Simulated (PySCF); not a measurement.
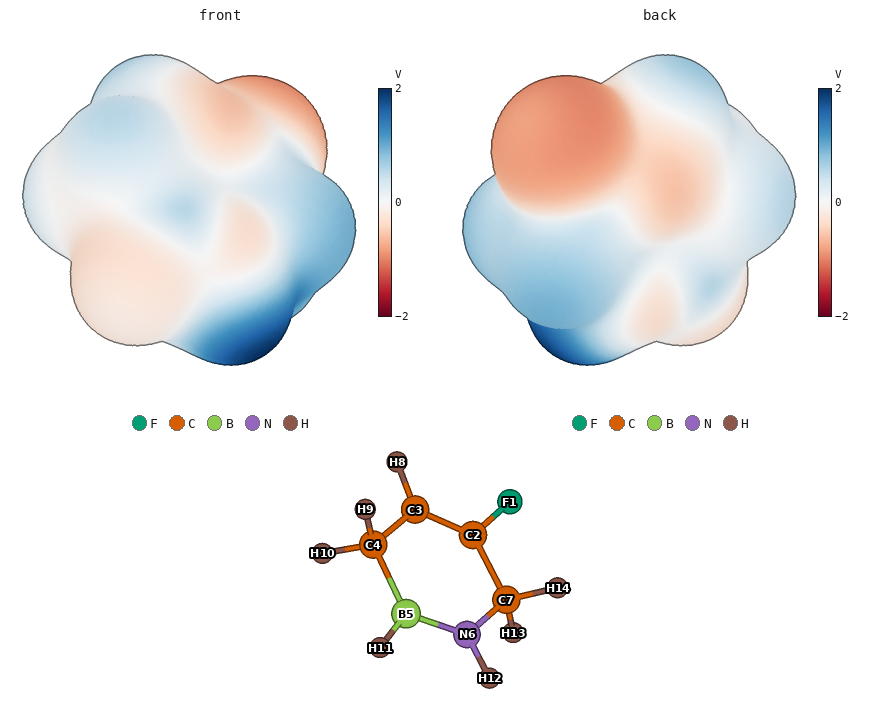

Figure. C$_{4}$H$_{7}$BFN (SMILES FC1=CCBNC1). The molecular electrostatic potential painted on the density surface at 0.002 e/bohr³, seen from the front and from behind; the colour scale runs from red (negative) to blue (positive). The bare structure is drawn below in the same view.

Geometry: GFN2-xTB.

Level of theory: PySCF, PBE0/pcSseg-1, SCF density, gas phase, non-relativistic.

| atom | x (Å) | y (Å) | z (Å) |
| --- | --- | --- | --- |
| F | 0.7954 | 2.5828 | 0.0679 |
| C | 0.3356 | 1.2999 | 0.0399 |
| C | -0.9505 | 1.0459 | 0.1786 |
| C | -1.4908 | -0.3484 | 0.1529 |
| B | -0.3643 | -1.4511 | -0.0462 |
| N | 0.9458 | -1.0473 | -0.1773 |
| C | 1.4424 | 0.3113 | -0.1551 |
| H | -1.6421 | 1.8662 | 0.3140 |
| H | -2.0483 | -0.5217 | 1.0788 |
| H | -2.2421 | -0.4137 | -0.6408 |
| H | -0.6122 | -2.5954 | -0.0856 |
| H | 1.6917 | -1.7149 | -0.3078 |
| H | 1.9627 | 0.5446 | -1.0976 |
| H | 2.1758 | 0.4412 | 0.6564 |

### Describe the electrostatic potential map.

The most negative region (about −1.0 V) lies over F1, the most positive (about +1.9 V) over H12.

### What dipole moment does the calculation give?

Its dipole moment is 1.67 D.
